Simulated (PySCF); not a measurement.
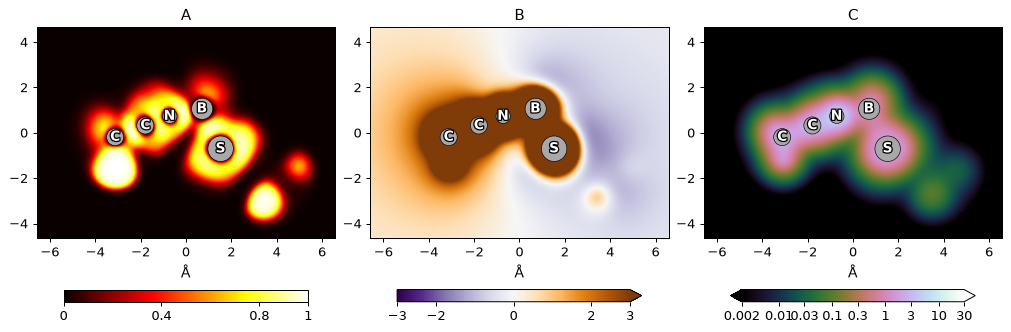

C5H13B2NS: 3 fields on the plane of atoms N3, B4 and S5, with unlabelled colour scales. Grey discs cover the atomic cores.

Geometry: GFN2-xTB.

All numbers below come from PBE0/pcSseg-1, SCF density, gas phase, non-relativistic in PySCF 2.14.0.

### Match the panels to the quantities (electron density, electron localisation function and electrostatic potential).

Panel A: electron localisation function. Panel B: electrostatic potential (strongly positive close to the atoms, with negative regions outside electron-rich atoms). Panel C: electron density. From the grid: C–N (1.15 Å): ρ at the midpoint is about 3.4 e/Å³; the ELF peaks at about 0.85 between the atoms: a multiple bond. C–C (1.43 Å): ρ is about 1.9 e/Å³ halfway; the ELF peaks at about 0.95 between the atoms (localised, covalent bonding).
